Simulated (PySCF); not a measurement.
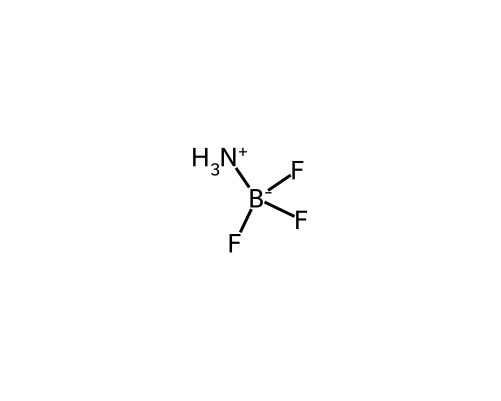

A structural formula.

**Give its SMILES.**

[NH3+][B-](F)(F)F

**What is the molecular formula?**

BF3H3N.

More results for the same structure follow; atom numbers are the same in all pictures, views and colours differ. The computed structure is the end point of a PBE0-D3(BJ)/def2-TZVP optimisation. No frequency run is at hand to confirm it as a minimum.

### Electronic properties

No frequency run is at hand to confirm it as a minimum. Properties computed with PBE0/aug-cc-pVTZ, gas phase (PySCF 2.14.0). Excitations: vertical, linear response.

**What is the mean static polarisability?**

27.8 bohr³.

**Estimate the LUMO energy (Kohn–Sham orbital).**

−0.95 eV.

**Give the lowest vertical singlet excitation at this level.**

8.34 eV.

**Estimate the HOMO energy (Kohn–Sham orbital).**

−10.29 eV.

### NMR shielding

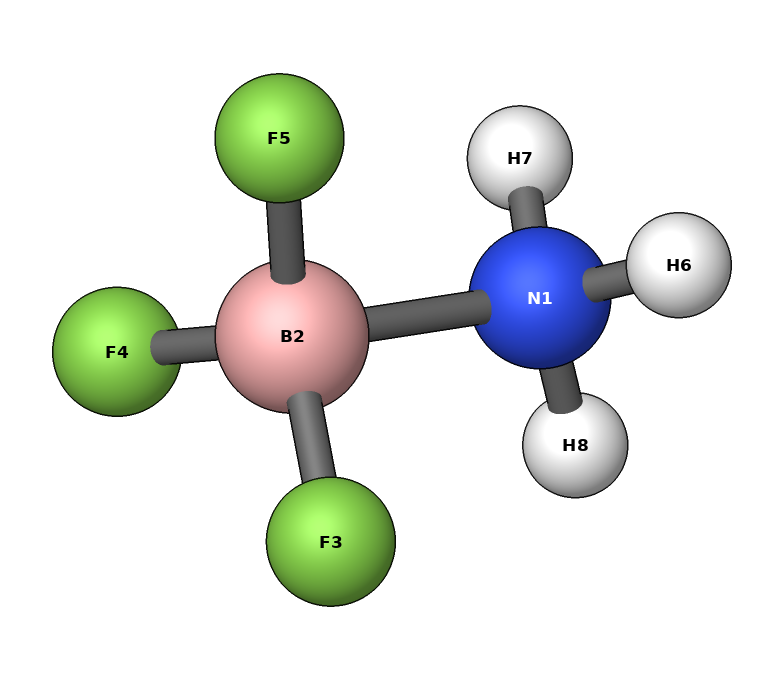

No frequency run is at hand to confirm it as a minimum. Properties computed with GIAO PBE0/pcSseg-2 NMR shielding, non-relativistic, gas phase (PySCF 2.14.0). Principal shieldings σ11 ≤ σ22 ≤ σ33, span Ω = σ33 − σ11, skew κ = 3(σiso − σ22)/Ω.

Give the shielding tensors of the F atoms.

```csv
atom,σ11,σ22,σ33,σiso,Ω,κ
"F3, F4, F5",306.1,323.8,375.9,335.3,69.7,0.49
```

Shieldings and span in ppm.

### Dipole moment

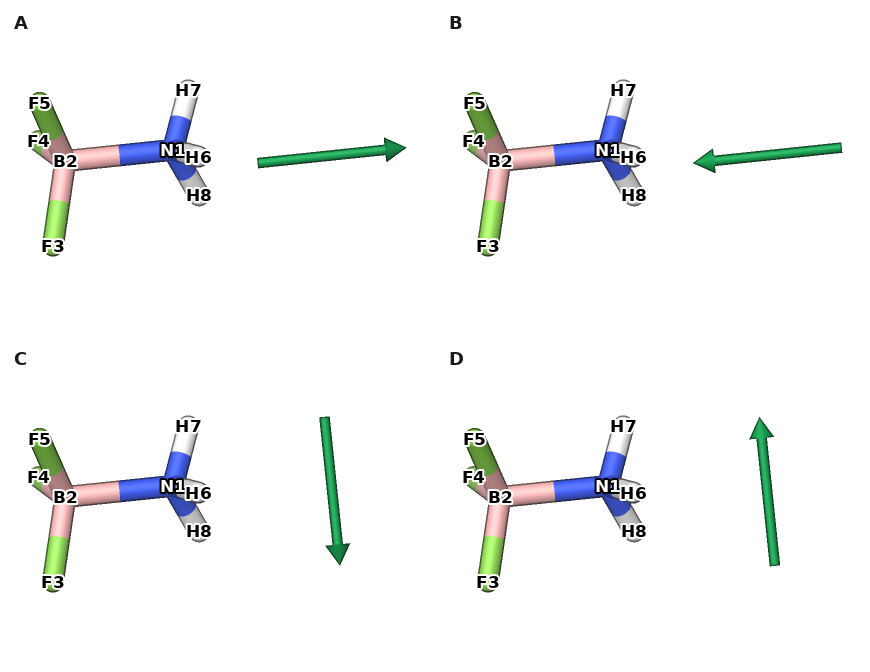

The same molecule four times, each with an arrow. No frequency run is at hand to confirm it as a minimum. Properties computed with CAM-B3LYP/aug-cc-pVTZ, gas phase (PySCF 2.14.0).

**Which arrow points along the dipole moment, from the negative to the positive end?**

A. The dipole moment is 6.13 D; it points from the side of F3, F4, F5 to the side of H6, H7, H8 (the outermost atoms at the two ends).
